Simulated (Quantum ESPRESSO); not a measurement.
# In K-edge XANES of Sc3InB (Pm-3m), part 2 of 3

What does one-electron theory with a core hole give for the In K edge of Sc3InB (Pm-3m)?

Quantum ESPRESSO 7.5; X-ray absorption near-edge structure, plane-wave PAW PBEsol, one-electron final states by a Lanczos continued fraction.

So far. Step 2 (Ground state of the crystal): The mesh shows no gap, so the system is treated as a metal and the core electron is put at the Fermi level (neutral cell). Step 3 (Spectrum without a core hole, In atom 1): Main maxima below 30 eV (height): 12.7 eV (1.26) and 27.6 eV (1.38). A K edge sees empty p states on the absorber.

## 6. Supercell with XCH, In atom 1

Level of this step: plane-wave PAW DFT, PBEsol, scalar-relativistic, self-consistent field (Quantum ESPRESSO).

The holes are 6.4 Å apart. The excited electron is kept in the cell, where it fills the lowest empty states and screens the hole.

scf.in reads:

```
&control
   calculation='scf', prefix='x', pseudo_dir='../pp', outdir='tmp', tprnfor=.true.
/
&system
   ibrav=0, nat=10, ntyp=4, nbnd=61
   ecutwfc=50, ecutrho=450
   occupations='smearing', smearing='mv', degauss=0.015
/
&electrons
   conv_thr=1.0e-07, electron_maxstep=120
   mixing_beta=0.5
/
ATOMIC_SPECIES
In0 1.0 In.pbesol-dn-kjpaw-1sch.UPF
In 1.0 In.pbesol-dn-kjpaw.UPF
Sc 1.0 Sc.pbesol-spn-kjpaw.UPF
B 1.0 B.pbesol-n-kjpaw.UPF
CELL_PARAMETERS angstrom
  4.56000000 0.00000000 4.56000000
  0.00000000 4.56000000 4.56000000
  -4.56000000 0.00000000 4.56000000
ATOMIC_POSITIONS crystal
In0  0.00000000 0.00000000 0.00000000
In   0.50000000 0.00000000 0.50000000
Sc   0.00000000 0.50000000 0.50000000
Sc   0.50000000 0.50000000 0.00000000
Sc   0.50000000 0.00000000 0.00000000
Sc   0.00000000 0.00000000 0.50000000
Sc   0.00000000 0.50000000 0.00000000
Sc   0.50000000 0.50000000 0.50000000
B    0.25000000 0.50000000 0.75000000
B    0.75000000 0.50000000 0.25000000
K_POINTS automatic
6 6 6 0 0 0
```

Started as:

```console
OMP_NUM_THREADS=1 mpirun --oversubscribe --bind-to none -np 4 pw.x -nk 4 -in scf.in > scf.out
```

The program printed:

```text
     [... banner and references ...]
[banner, memory and clock lines left out]
using ibrav=0 with symmetry is DISCOURAGED, use correct ibrav instead

     G-vector sticks info

     bravais-lattice index     =            0
     lattice parameter (alat)  =      12.1865  a.u.
     unit-cell volume          =    1279.7382 (a.u.)^3
     number of atoms/cell      =           10
     number of atomic types    =            4
     number of electrons       =        99.00
     number of Kohn-Sham states=           61
     kinetic-energy cutoff     =      50.0000  Ry
     charge density cutoff     =     450.0000  Ry
     scf convergence threshold =      1.0E-07
     mixing beta               =       0.5000
     number of iterations used =            8  plain     mixing
     Exchange-correlation= SLA  PW   PSX  PSC
                           (   1   4  10   8   0   0   0)

     celldm(1)=  12.186492  celldm(2)=   0.000000  celldm(3)=   0.000000
     celldm(4)=   0.000000  celldm(5)=   0.000000  celldm(6)=   0.000000

     crystal axes: (cart. coord. in units of alat)
               a(1) = (   0.707107   0.000000   0.707107 )
               a(2) = (   0.000000   0.707107   0.707107 )
               a(3) = (  -0.707107   0.000000   0.707107 )

     reciprocal axes: (cart. coord. in units 2 pi/alat)
               b(1) = (  0.707107 -0.707107  0.707107 )
               b(2) = (  0.000000  1.414214 -0.000000 )
               b(3) = ( -0.707107 -0.707107  0.707107 )

     PseudoPot. #1 for In:     Pseudo is Projector augmented-wave + core cor, Zval = 14.0

     PseudoPot. #2 for In:     Pseudo is Projector augmented-wave + core cor, Zval = 13.0

[...]
End of self-consistent calculation

          k = 0.0000 0.0000 0.0000 (  7727 PWs)   bands (ev):

   -38.1010 -38.0503 -38.0503 -38.0503 -38.0254 -38.0254 -17.0203 -17.0173
   -17.0173 -17.0173 -16.9756 -16.9756 -16.9756 -16.8417 -16.8417 -16.8417
   -16.7313 -16.7313 -16.7313 -16.5989 -16.5989 -16.5989 -16.5275 -16.5275
   -10.0263 -10.0263 -10.0263 -10.0157 -10.0157  -2.7731  -2.7731  -2.7731
    -2.7539  -2.7539   2.4993   4.3942   5.5858   6.2303   7.7922   7.7922
     7.7922   9.1449   9.1449   9.1449  10.2782  10.2782  10.2782  10.2921
    10.2921  10.7320  10.7320  10.7320  12.3278  12.3278  12.3278  12.4492
    12.4492  12.4492  13.6131  13.6131  13.6131

     [... bands of 15 further k-points ...]

     the Fermi energy is    10.4202 ev

!    total energy              =   -1754.16575716 Ry
     total all-electron energy =    -30714.296207 Ry
     estimated scf accuracy    <       0.00000003 Ry
     smearing contrib. (-TS)   =       0.00672909 Ry
     internal energy E=F+TS    =   -1754.17248625 Ry

     The total energy is F=E-TS. E is the sum of the following terms:
     one-electron contribution =    -266.16562469 Ry
     hartree contribution      =     182.96536172 Ry
     xc contribution           =    -204.04355163 Ry
     ewald contribution        =    -603.19186862 Ry
     one-center paw contrib.   =    -863.73680304 Ry

     convergence has been achieved in  28 iterations

     Forces acting on atoms (cartesian axes, Ry/au):

     atom    1 type  1   force =    -0.00000000    0.00000000    0.00000000
     atom    2 type  2   force =     0.00000000    0.00000000   -0.00000000
     atom    3 type  3   force =     0.00000000   -0.00000000    0.00000000
[...]
atom    9 type  4   force =    -0.00000000   -0.00000000    0.00000000
     atom   10 type  4   force =     0.00000000   -0.00000000   -0.00000000

     Total force =     0.000000     Total SCF correction =     0.000000

     XML data file, charge density, pseudopotentials, collected wavefunctions
```

Wall time 2.1 min (4 MPI ranks of Intel Xeon 6975P-C (Granite Rapids), shared host); peak memory 0.38 GiB.

Energy with the hole: -417889.289 eV, cores included.

## 7. Spectrum with XCH, In atom 1

The Lanczos recursion gives the spectrum without computing empty bands; each polarisation needs a run of its own on the full k mesh. xe0 is set between filled and empty states, and states below it are cut, here at the Fermi level, which holds the excited electron. The file of filecore holds the core orbital, taken from the hole-free data set.

xspectra.in reads:

```
&input_xspectra
   calculation='xanes_dipole', edge='K'
   prefix='x', outdir='tmp', xiabs=1, xe0=10.4202
   xonly_plot=.false., x_save_file='xanes.sav'
   xniter=3000, xcheck_conv=20, xerror=0.005
   xcoordcrys=.false., xepsilon(1)=1, xepsilon(2)=0, xepsilon(3)=0
/
&plot
   xnepoint=501, xemin=-10, xemax=70, terminator=.true., cut_occ_states=.true.
   xgamma=0.4
/
&pseudos
   filecore='../In.wfc'
/
&cut_occ
   cut_desmooth=0.1, cut_stepl=0.05, cut_stepu=0.05, cut_ierror=1e-5
/
5 5 5 0 0 0
```

Started as:

```console
OMP_NUM_THREADS=1 mpirun --oversubscribe --bind-to none -np 4 xspectra.x -nk 4 -in xspectra.in > xspectra.out
```

The program printed:

```text
     [... banner and references ...]
Reading input_file

     calculation: xanes_dipole

     xepsilon  [cartesian coordinates]:   1.000000   0.000000   0.000000

     xonly_plot: FALSE
        => complete calculation: Lanczos + spectrum plot

     filecore (core-wavefunction file): ../In.wfc

     main plot parameters:
        cut_occ_states: TRUE
        gamma_mode:  constant
        -> using xgamma [eV]:  0.40
        xemin [eV]: -10.00
        xemax [eV]:  70.00
        xnepoint:  501
        xe0 [eV]:  10.420200 (energy zero read in input file)

     WARNING: variable ef_r is obsolete

                      Reading SCF save directory: x.save

     tmp/x.save/

     Exchange-correlation= PBESOL
                           (   1   4  10   8   0   0   0)

     G-vector sticks info

                           Getting the Fermi energy

     From SCF save directory:
        ehomo [eV]:   10.7320 (highest occupied level)
        elumo [eV]:   10.7885 (lowest occupied level)
        ef    [eV]:   10.7320

     -> ef (in eV) will be written in x_save_file

                           Energy zero of the spectrum

     -> ef will NOT be used as energy zero of the spectrum
       (because xe0 read in input file)

     G-vector sticks info

     bravais-lattice index     =            0
     lattice parameter (alat)  =      12.1865  a.u.
     unit-cell volume          =    1279.7382 (a.u.)^3
     number of atoms/cell      =           10
     number of atomic types    =            4
     number of electrons       =        99.00
     number of Kohn-Sham states=           61
     kinetic-energy cutoff     =      50.0000  Ry
     charge density cutoff     =     450.0000  Ry
     Exchange-correlation= PBESOL
                           (   1   4  10   8   0   0   0)

     celldm(1)=  12.186492  celldm(2)=   0.000000  celldm(3)=   0.000000
     celldm(4)=   0.000000  celldm(5)=   0.000000  celldm(6)=   0.000000

     crystal axes: (cart. coord. in units of alat)
               a(1) = (   0.707107   0.000000   0.707107 )
               a(2) = (   0.000000   0.707107   0.707107 )
               a(3) = (  -0.707107   0.000000   0.707107 )

     reciprocal axes: (cart. coord. in units 2 pi/alat)
               b(1) = (  0.707107 -0.707107  0.707107 )
               b(2) = (  0.000000  1.414214 -0.000000 )
               b(3) = ( -0.707107 -0.707107  0.707107 )

     PseudoPot. #1 for In:     Pseudo is Projector augmented-wave + core cor, Zval = 14.0

     PseudoPot. #2 for In:     Pseudo is Projector augmented-wave + core cor, Zval = 13.0

     PseudoPot. #3 for Sc:     Pseudo is Projector augmented-wave + core cor, Zval = 11.0

     ../pp/B.pbesol-n-kjpaw.UPF
     Pseudo is Projector augmented-wave + core cor, Zval =  3.0
     Shape of augmentation charge: PSQ
     Using radial grid of 1059 points,  4 beta functions with:
                l(1) =   0
                l(2) =   0
                l(3) =   1
                l(4) =   1
     Q(r) pseudized with 0 coefficients

     atomic species   valence    mass     pseudopotential
     In0              14.00     1.00000     In( 1.00)
     In               13.00     1.00000     In( 1.00)
     Sc               11.00     1.00000     Sc( 1.00)
     B                 3.00     1.00000     B ( 1.00)

     48 Sym. Ops., with inversion, found

   Cartesian axes

     site n.     atom                  positions (alat units)
         1        In0    tau(   1) = (   0.0000000   0.0000000   0.0000000  )
         2        In     tau(   2) = (   0.0000000   0.0000000   0.7071068  )
         3        Sc     tau(   3) = (  -0.3535534   0.3535534   0.7071068  )
         4        Sc     tau(   4) = (   0.3535534   0.3535534   0.7071068  )
         5        Sc     tau(   5) = (   0.3535534   0.0000000   0.3535534  )
         6        Sc     tau(   6) = (  -0.3535534   0.0000000   0.3535534  )
         7        Sc     tau(   7) = (   0.0000000   0.3535534   0.3535534  )
         8        Sc     tau(   8) = (   0.0000000   0.3535534   1.0606602  )
         9        B      tau(   9) = (  -0.3535534   0.3535534   1.0606602  )
        10        B      tau(  10) = (   0.3535534   0.3535534   1.0606602  )

     number of k points=   125  Marzari-Vanderbilt smearing, width (Ry)=  0.0150

     Number of k-points >= 100: set verbosity='high' to print them.

     Dense  grid:   206407 G-vectors     FFT dimensions: (  90,  90,  90)

     Smooth grid:    61239 G-vectors     FFT dimensions: (  60,  60,  60)

     The potential is recalculated from file :
     tmp/x.save/charge-density

     Starting wfcs are   86 atomic wfcs
     Checking if some PAW data can be deallocated...

               Reading core wavefunction file for the absorbing atom

     ../In.wfc successfully read

                              Attributing the PAW radii
                     for the absorbing atom [units: Bohr radius]

        PAW proj 1: r_paw(l= 0)= 3.00  (1.5*r_cut)
        PAW proj 2: r_paw(l= 0)= 3.00  (1.5*r_cut)
        PAW proj 3: r_paw(l= 1)= 3.75  (1.5*r_cut)
        PAW proj 4: r_paw(l= 1)= 3.75  (1.5*r_cut)
        PAW proj 5: r_paw(l= 2)= 2.55  (1.5*r_cut)
        PAW proj 6: r_paw(l= 2)= 2.55  (1.5*r_cut)

        NB: The calculation will not necessary use all these r_paw values.
            - For a edge in the electric-dipole approximation,
              only the r_paw(l=1) values are used.
            - For a K edge in the electric-quadrupole approximation,
              only the r_paw(l=2) values are used.

            - For a L2 or L3 edge in the electric-quadrupole approximation,

              all projectors (s, p and d) are used.

                          Starting XANES calculation
                     in the electric dipole approximation

     Method of calculation based on the Lanczos recursion algorithm
        - STEP 1: Construction of a kpoint-dependent Lanczos basis,
          in which the Hamiltonian is tridiagonal (each 'iter'
          corresponds to the calculation of one more Lanczos vector)
        - STEP 2: Calculation of the cross-section as a continued fraction
          averaged over the k-points.

     ... Begin STEP 1 ...

        Radial transition matrix element(s) used in the calculation of the
        initial vector of the Lanczos basis (|tilde{phi}_abs> normalized)
        | For PAW proj. (l=1) #1: radial matrix element =   0.001075649
        | For PAW proj. (l=1) #2: radial matrix element =   0.001532649

NB: the    32 k-point are not all listed below because npool=  4
        |-------------------------------------------------------------
        ! k-point #     1:  ( 0.0000,  0.0000,  0.0000),  0.0160,   1
        |-------------------------------------------------------------
 okvan= T
        |   Norm of the initial Lanczos vector: 0.18408506E-02
        |   Estimated error at iter     20:   1.01217376
        |   Estimated error at iter     40:   0.70864056
        |   Estimated error at iter     60:   0.34201082
        |   Estimated error at iter     80:   0.32390832
        |   Estimated error at iter    100:   0.07823783
[...]
!   => CONVERGED at iter    240 with error=  0.00083754
        |-------------------------------------------------------------
        ! k-point #     2:  (-0.1414, -0.1414,  0.1414),  0.0160,   1
        |-------------------------------------------------------------
 okvan= T
        |   Norm of the initial Lanczos vector: 0.18408506E-02
[...]
!   => CONVERGED at iter    620 with error=  0.00182959
        |-------------------------------------------------------------
     [... 29 further k-points ...]
        ! k-point #    32:  ( 0.0000,  0.0000,  0.2828),  0.0160,   1
        |-------------------------------------------------------------
 okvan= T
        |   Norm of the initial Lanczos vector: 0.18408506E-02
[...]
|   Estimated error at iter    400:   0.00570402
        |   Estimated error at iter    420:   0.01782263
        |   Estimated error at iter    440:   0.00869479
        !   => CONVERGED at iter    460 with error=  0.00208604

     Results of STEP 1 successfully written in x_save_file
     x_save_file name:
     ->  xanes.sav
     x_save_file version:  2

     ... End STEP 1 ...

     ... Begin STEP 2 ...

     The spectrum is calculated using the following parameters:
        xe0 [eV]:   10.4202
        the occupied states are elimintate from the spectrum
        xemin [eV]: -10.00
        xemax [eV]:  70.00
        xnepoint:  501
        constant broadening parameter [eV]:    0.400
        Core level energy [eV]: -0.2794E+05
         (from electron binding energy of neutral atoms in X-ray data booklet)

     Cross-section successfully written in xanes.dat

     ... End STEP 2 ...

                                END JOB XSpectra
```

Elapsed: 1.9 min, on 4 MPI ranks; peak memory 0.3 GiB.

The In K spectrum, In atom 1, excited-electron core hole (neutral cell) (energy from the energy zero of the input (xe0, at the border of filled and empty states); intensity scaled to a mean of 1 over the first 20 eV; folded afterwards to Lorentzian half width 3.96 eV; the points at xe0, where the cut of filled states can leave a spike, are interpolated):

```csv
E (eV),intensity
-2.0,0.31
-0.5,0.40
1.0,0.54
2.5,0.71
4.0,0.90
5.5,1.06
7.0,1.15
8.5,1.19
10.0,1.21
11.5,1.20
13.0,1.16
14.5,1.08
16.0,1.00
17.5,0.95
19.0,0.95
20.5,0.98
22.0,1.04
23.5,1.09
25.0,1.12
26.5,1.13
28.0,1.10
29.5,1.06
31.0,1.02
```

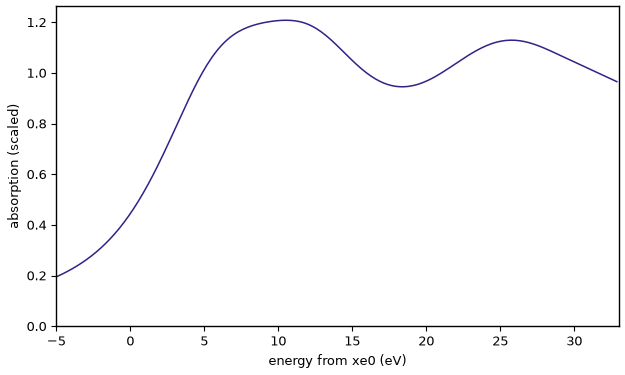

The In K edge, In atom 1, excited-electron core hole (neutral cell): main maxima at 10.5 and 25.8 eV.

Main maxima below 30 eV (height): 10.5 eV (1.21) and 25.8 eV (1.13). 

## 8. Supercell with FCH, In atom 1

The holes are 6.4 Å apart. The excited electron is left out and a uniform background balances the charge.

Changed against the first core-hole run: core hole to FCH.

scf.in: that of step 6 with these lines changed.

```diff
@@ -4,5 +4,6 @@
 &system
-   ibrav=0, nat=10, ntyp=4, nbnd=61
+   ibrav=0, nat=10, ntyp=4, nbnd=60
    ecutwfc=50, ecutrho=450
    occupations='smearing', smearing='mv', degauss=0.015
+   tot_charge=1
 /
```

Started as:

```console
OMP_NUM_THREADS=1 mpirun --oversubscribe --bind-to none -np 4 pw.x -nk 4 -in scf.in > scf.out
```

The program printed:

```text
     [... banner and references ...]
[banner, memory and clock lines left out]
using ibrav=0 with symmetry is DISCOURAGED, use correct ibrav instead

     G-vector sticks info

     bravais-lattice index     =            0
     lattice parameter (alat)  =      12.1865  a.u.
     unit-cell volume          =    1279.7382 (a.u.)^3
     number of atoms/cell      =           10
     number of atomic types    =            4
     number of electrons       =        98.00
     number of Kohn-Sham states=           60
     kinetic-energy cutoff     =      50.0000  Ry
     charge density cutoff     =     450.0000  Ry
     scf convergence threshold =      1.0E-07
     mixing beta               =       0.5000
     number of iterations used =            8  plain     mixing
     Exchange-correlation= SLA  PW   PSX  PSC
                           (   1   4  10   8   0   0   0)

     celldm(1)=  12.186492  celldm(2)=   0.000000  celldm(3)=   0.000000
     celldm(4)=   0.000000  celldm(5)=   0.000000  celldm(6)=   0.000000

     crystal axes: (cart. coord. in units of alat)
               a(1) = (   0.707107   0.000000   0.707107 )
               a(2) = (   0.000000   0.707107   0.707107 )
               a(3) = (  -0.707107   0.000000   0.707107 )

     reciprocal axes: (cart. coord. in units 2 pi/alat)
               b(1) = (  0.707107 -0.707107  0.707107 )
               b(2) = (  0.000000  1.414214 -0.000000 )
               b(3) = ( -0.707107 -0.707107  0.707107 )

     PseudoPot. #1 for In:     Pseudo is Projector augmented-wave + core cor, Zval = 14.0

     PseudoPot. #2 for In:     Pseudo is Projector augmented-wave + core cor, Zval = 13.0

[...]
End of self-consistent calculation

          k = 0.0000 0.0000 0.0000 (  7727 PWs)   bands (ev):

   -38.1835 -38.1333 -38.1333 -38.1333 -38.1086 -38.1086 -17.0995 -17.0741
   -17.0741 -17.0741 -17.0483 -17.0483 -17.0483 -16.9044 -16.9044 -16.9044
   -16.8004 -16.8004 -16.8004 -16.6789 -16.6789 -16.6789 -16.6117 -16.6117
    -9.8461  -9.8461  -9.8461  -9.8350  -9.8350  -2.7750  -2.7750  -2.7750
    -2.7552  -2.7552   2.5893   4.4704   5.6238   6.1985   7.7961   7.7961
     7.7961   9.2892   9.2892   9.2892  10.3139  10.3139  10.3139  10.3632
    10.3632  10.7442  10.7442  10.7442  12.3344  12.3344  12.3344  12.4495
    12.4495  12.4495  13.3840  13.3845

     [... bands of 15 further k-points ...]

     the Fermi energy is    10.3180 ev

!    total energy              =   -1754.92729558 Ry
     total all-electron energy =    -30715.057745 Ry
     estimated scf accuracy    <       0.00000001 Ry
     smearing contrib. (-TS)   =       0.00422412 Ry
     internal energy E=F+TS    =   -1754.93151971 Ry

     The total energy is F=E-TS. E is the sum of the following terms:
     one-electron contribution =    -267.50920857 Ry
     hartree contribution      =     182.67718842 Ry
     xc contribution           =    -203.17701045 Ry
     ewald contribution        =    -603.19186862 Ry
     one-center paw contrib.   =    -863.73062050 Ry

     convergence has been achieved in  18 iterations

     Forces acting on atoms (cartesian axes, Ry/au):

     atom    1 type  1   force =     0.00000000    0.00000000   -0.00000000
     atom    2 type  2   force =     0.00000000    0.00000000    0.00000000
     atom    3 type  3   force =    -0.00000000   -0.00000000    0.00000000
[...]
atom    9 type  4   force =    -0.00000000   -0.00000000    0.00000000
     atom   10 type  4   force =    -0.00000000   -0.00000000    0.00000000

     Total force =     0.000000     Total SCF correction =     0.000000

     XML data file, charge density, pseudopotentials, collected wavefunctions
```

Run time: 78 s. Hardware: 4 MPI ranks; peak memory 0.38 GiB; 5.2 min of CPU time.

Energy with the hole: -417899.650 eV, cores included.

(Continued in part 3 of 3.)

[Banner, clock and machine lines of the logs are left out without a mark of their own.]

[Logs are printed without paths, hosts, clocks, repeated set-up lines and the standing remarks that a program may print on its own settings, such as how far it seeks lower states.]

[Hosts, paths, dates, database ids (printed as entryN), source tags and the programs' standing remarks are cut or masked in the printed files.]

[Lists of maxima count a maximum above −3 eV only where it reaches 4 % of the highest in the window and stands out from its surroundings by 2 % of it (1.5 % where it reaches 55 %); shoulders and weaker maxima are passed over, and of the rest the first, up to two pre-edge ones and the few strongest are named.]
